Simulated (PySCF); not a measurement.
## Two runs on Si$_{4}$H$_{10}$O$_{2}$

System: Si$_{4}$H$_{10}$O$_{2}$, SMILES [SiH3]O[SiH2]O[SiH2][SiH3].
Method of the first run: GIAO PBE0/6-31++G** NMR shielding, non-relativistic, gas phase (PySCF 2.14.0).

The geometry comes from this level: GFN2-xTB. Text and figures count atoms from 1; the logs count them from 0 in places.

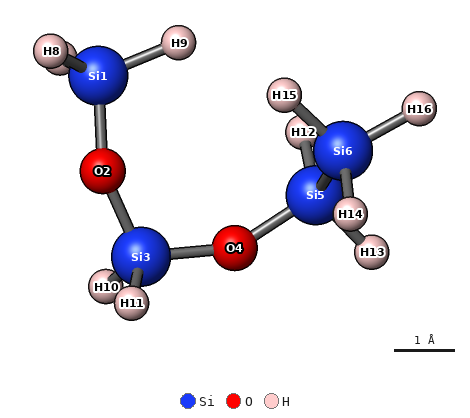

The structure as given in the input (ball-and-stick view, seen at a tilt; atoms are numbered from 1 in the order of the input).

The input, the first run:
```
{"job": {"kind": "nmr", "xc": "PBE0", "basis": "6-31++G**", "pop": true, "scf": {"damp": 0.2}}, "charge": 0, "multiplicity": 1}
Si    -2.415184     0.767385     0.206238
O     -1.744250    -0.446468     1.039169
Si    -0.740112    -1.707262     1.181386
O      0.559056    -1.495205     0.252678
Si     1.466387    -0.574501    -0.741714
Si     2.164987     1.297677     0.400829
H     -3.430716     0.194886    -0.677669
H     -2.990748     1.619453     1.243231
H     -1.382229     1.457368    -0.570454
H     -1.414862    -2.897181     0.687274
H     -0.299045    -1.692272     2.566813
H      0.644389    -0.298851    -1.930778
H      2.507629    -1.530841    -1.137667
H      2.905622     1.011117     1.638066
H      1.082839     2.210115     0.797352
H      3.078638     2.093525    -0.431198
```

The first line tells a small driver script what to run in PySCF; the rest is the geometry in Å.

Launched with:
```bash
OMP_NUM_THREADS=1 python <driver script> task.json out
```

Hardware: 1 CPU thread, shared host.

Output (the first run):
```
damping 0.20 in the first 6 cycles
final grid: 123840 points
cycle   1  E = -1313.6654981548  dE =  4.572e-01  |g| = 9.719e-01  |ddm| = 3.957e+00
cycle   2  E = -1313.6180770064  dE =  4.742e-02  |g| = 1.077e+00  |ddm| = 2.232e+00
cycle   3  E = -1313.6034923099  dE =  1.458e-02  |g| = 1.130e+00  |ddm| = 2.278e+00
cycle   4  E = -1313.5284487745  dE =  7.504e-02  |g| = 1.268e+00  |ddm| = 2.537e+00
cycle   5  E = -1313.5142946967  dE =  1.415e-02  |g| = 1.321e+00  |ddm| = 2.695e+00
cycle   6  E = -1312.6820949341  dE =  8.322e-01  |g| = 2.361e+00  |ddm| = 4.826e+00
cycle   7  E = -1311.7342410784  dE =  9.479e-01  |g| = 3.234e+00  |ddm| = 6.014e+00
cycle   8  E = -1313.8349574840  dE = -2.101e+00  |g| = 1.898e-01  |ddm| = 3.232e+00
cycle   9  E = -1313.8421483027  dE = -7.191e-03  |g| = 4.468e-02  |ddm| = 4.774e-01
cycle  10  E = -1313.8425956235  dE = -4.473e-04  |g| = 1.671e-02  |ddm| = 1.034e-01
cycle  11  E = -1313.8426386032  dE = -4.298e-05  |g| = 7.255e-03  |ddm| = 2.522e-02
cycle  12  E = -1313.8426493778  dE = -1.077e-05  |g| = 7.855e-04  |ddm| = 1.048e-02
cycle  13  E = -1313.8426495300  dE = -1.523e-07  |g| = 1.846e-04  |ddm| = 1.873e-03
cycle  14  E = -1313.8426495402  dE = -1.017e-08  |g| = 2.327e-05  |ddm| = 6.970e-04
cycle  15  E = -1313.8426495404  dE = -1.633e-10  |g| = 4.759e-06  |ddm| = 7.520e-05
converged SCF energy = -1313.8426495404

GIAO shielding tensors (ppm)
atom      isotropic    diamagn.    paramagn.     s11        s22        s33       span
  0 Si     427.810     885.297    -457.486    393.904    397.048    492.480     98.576
  1 O      292.042     386.192     -94.150    243.435    276.813    355.878    112.443
  2 Si     435.231     885.791    -450.560    432.499    434.791    438.402      5.903
  3 O      292.235     392.471    -100.236    243.235    272.814    360.655    117.420
  4 Si     416.288     884.617    -468.329    359.547    395.308    494.010    134.463
  5 Si     502.158     880.652    -378.494    487.711    506.325    512.437     24.726
  6 H       26.496      30.336      -3.841     23.348     24.638     31.500      8.152
  7 H       26.566      30.745      -4.179     23.446     24.601     31.652      8.205
  8 H       26.329      33.647      -7.318     22.540     26.899     29.548      7.009
  9 H       26.769      29.321      -2.551     23.128     24.492     32.689      9.561
 10 H       26.837      29.982      -3.145     23.585     24.580     32.347      8.762
 11 H       25.882      32.412      -6.530     22.843     24.819     29.985      7.142
 12 H       26.046      30.548      -4.501     22.346     24.860     30.933      8.588
 13 H       28.082      29.198      -1.117     25.174     25.782     33.289      8.115
 14 H       28.016      31.041      -3.026     24.554     26.928     32.566      8.011
 15 H       28.484      28.857      -0.373     25.480     25.643     34.328      8.848
```

The input of the second run differs as follows (lines with − go, lines with + come):
```diff
-"basis": "6-31++G**"
+"basis": "aug-cc-pVDZ"
-"scf": {"damp": 0.2}
+"scf": {"aux": "def2-universal-jkfit"}
```

How does the second run compare with the first run?

The total energy of the second run is 31.8 kcal/mol lower, which measures the change of basis and not a stability. The HOMO goes from −8.08 to −8.02 eV. The dipole moment goes from 0.66 to 0.50 D. Of all shieldings, the largest change is that of Si6, by +26.5 ppm. The SCF takes 10 iterations against 15. The basis functions go from 184 to 244.

Output (the second run):
```
final grid: 123840 points
cycle   1  E = -1313.7089886229  dE =  5.440e-01  |g| = 9.980e-01  |ddm| = 1.161e+01
cycle   2  E = -1313.3311345764  dE =  3.779e-01  |g| = 1.690e+00  |ddm| = 4.554e+00
cycle   3  E = -1313.8916707655  dE = -5.605e-01  |g| = 7.477e-02  |ddm| = 3.091e+00
cycle   4  E = -1313.8929666134  dE = -1.296e-03  |g| = 3.447e-02  |ddm| = 4.495e-01
cycle   5  E = -1313.8932611451  dE = -2.945e-04  |g| = 1.378e-02  |ddm| = 9.911e-02
cycle   6  E = -1313.8932977175  dE = -3.657e-05  |g| = 1.886e-03  |ddm| = 2.902e-02
cycle   7  E = -1313.8932985635  dE = -8.460e-07  |g| = 4.252e-04  |ddm| = 5.765e-03
cycle   8  E = -1313.8932986224  dE = -5.897e-08  |g| = 7.478e-05  |ddm| = 1.651e-03
cycle   9  E = -1313.8932986240  dE = -1.534e-09  |g| = 1.806e-05  |ddm| = 3.096e-04
cycle  10  E = -1313.8932986241  dE = -9.550e-11  |g| = 3.361e-06  |ddm| = 7.191e-05
converged SCF energy = -1313.8932986241

GIAO shielding tensors (ppm)
atom      isotropic    diamagn.    paramagn.     s11        s22        s33       span
  0 Si     449.369     892.449    -443.081    410.813    415.882    521.410    110.597
  1 O      297.198     379.678     -82.480    241.388    285.352    364.853    123.465
  2 Si     444.720     891.586    -446.866    436.352    442.325    455.483     19.131
  3 O      298.675     380.552     -81.877    240.841    283.251    371.933    131.093
  4 Si     433.325     888.593    -455.268    375.656    409.399    514.920    139.264
  5 Si     528.612     898.062    -369.451    513.664    532.317    539.854     26.190
  6 H       26.418      28.860      -2.442     23.096     24.505     31.653      8.557
  7 H       26.497      29.171      -2.674     23.116     24.589     31.786      8.670
  8 H       26.231      33.518      -7.287     22.310     26.744     29.639      7.329
  9 H       26.636      29.163      -2.526     22.727     24.388     32.794     10.068
 10 H       26.672      29.688      -3.016     23.182     24.397     32.438      9.256
 11 H       25.781      30.074      -4.293     22.582     24.820     29.942      7.360
 12 H       25.970      28.958      -2.988     22.043     24.913     30.954      8.910
 13 H       28.073      30.565      -2.492     25.192     25.709     33.318      8.126
 14 H       27.999      32.657      -4.657     24.591     26.864     32.543      7.952
 15 H       28.407      29.456      -1.049     25.409     25.543     34.267      8.858
```

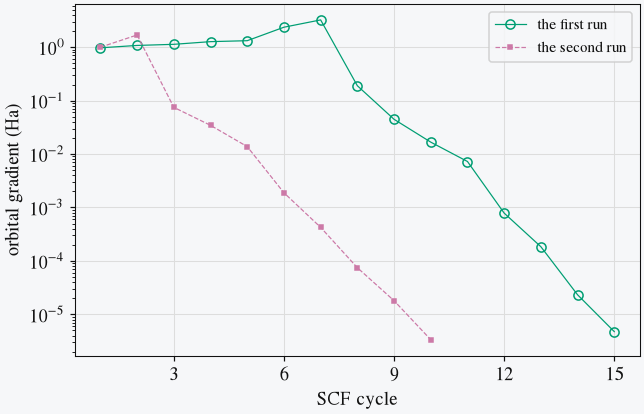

Convergence of the two runs: orbital gradient against the SCF cycle. The first run takes 15 cycles in all, and the second run takes 10.

The two runs side by side:

| quantity | the first run | the second run |
| --- | --- | --- |
| outcome | converged | converged |
| total energy (hartree) | −1313.842650 | −1313.893299 |
| HOMO (eV) | −8.08 | −8.02 |
| LUMO (eV) | −0.63 | −0.62 |
| dipole moment (D) | 0.66 | 0.50 |
| shielding of Si1 (ppm) | 427.8 | 449.4 |
| shielding of O2 (ppm) | 292.0 | 297.2 |
| shielding of Si3 (ppm) | 435.2 | 444.7 |
| shielding of O4 (ppm) | 292.2 | 298.7 |
| shielding of Si5 (ppm) | 416.3 | 433.3 |
| shielding of Si6 (ppm) | 502.2 | 528.6 |
| shielding of H11 (ppm) | 26.8 | 26.7 |
| SCF iterations | 15 | 10 |
| basis functions | 184 | 244 |
| wall time (shared host) | 95 s | 1.9 min |
